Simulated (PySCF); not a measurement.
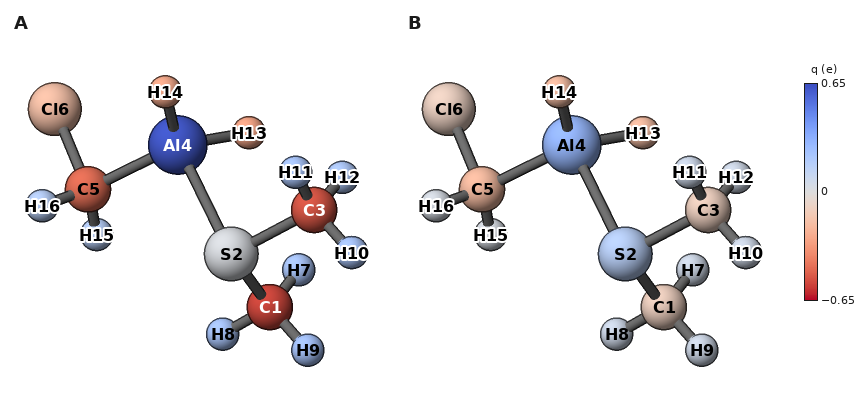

Atomic charges of one calculation by 2 schemes, on one colour scale. The computed structure is the end point of a PBE0-D3(BJ)/def2-SVP optimisation. No frequency run is at hand to confirm it as a minimum. Computed with PBE0/pcSseg-1 (PySCF 2.14.0).

The schemes are ESP-fitted, Hirshfeld. Which panel shows which?

Answer. A ESP-fitted, B Hirshfeld.

List the charges (e), one line for each set of equivalent atoms.

```json
{"atom": "C1", "ESP-fitted": "−0.54", "Hirshfeld": "−0.10"}
{"atom": "S2", "ESP-fitted": "0.02", "Hirshfeld": "0.16"}
{"atom": "C3", "ESP-fitted": "−0.50", "Hirshfeld": "−0.10"}
{"atom": "Al4", "ESP-fitted": "0.61", "Hirshfeld": "0.28"}
{"atom": "C5", "ESP-fitted": "−0.44", "Hirshfeld": "−0.19"}
{"atom": "Cl6", "ESP-fitted": "−0.17", "Hirshfeld": "−0.09"}
{"atom": "H7", "ESP-fitted": "0.21", "Hirshfeld": "0.06"}
{"atom": "H8", "ESP-fitted": "0.21", "Hirshfeld": "0.06"}
{"atom": "H9", "ESP-fitted": "0.22", "Hirshfeld": "0.06"}
{"atom": "H10", "ESP-fitted": "0.21", "Hirshfeld": "0.06"}
{"atom": "H11", "ESP-fitted": "0.21", "Hirshfeld": "0.07"}
{"atom": "H12", "ESP-fitted": "0.19", "Hirshfeld": "0.06"}
{"atom": "H13", "ESP-fitted": "−0.28", "Hirshfeld": "−0.19"}
{"atom": "H14", "ESP-fitted": "−0.26", "Hirshfeld": "−0.19"}
{"atom": "H15", "ESP-fitted": "0.17", "Hirshfeld": "0.03"}
{"atom": "H16", "ESP-fitted": "0.16", "Hirshfeld": "0.03"}
```
